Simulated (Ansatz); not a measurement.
## Hypothetical Pm-3n C, response to strain

The reference is C (space group Pm-3n, No. 223; a = 3.877 Å; a hypothetical phase, not in the database extracts checked).

Strains are applied to the cell and any free atomic positions relax.

Levels (all Ansatz, an electronic-structure program, PAW): PBE (420 eV, without spin-orbit coupling); PBEsol (420 eV, scalar-relativistic without spin-orbit coupling).

The base cell above is that of PBE; each level relaxes its own structures.

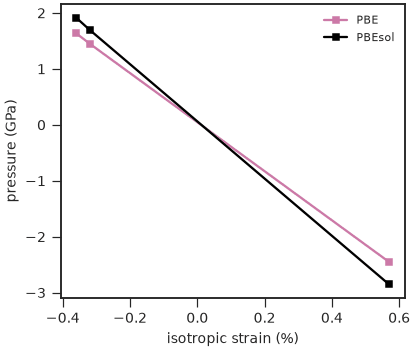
Figure: Pressure under two levels

**Question.** How do the two levels compare along the series?

**Answer.** The two levels differ by at most about 0.4 GPa. They put the cases in the same order.

Stability against distortions was not tested.
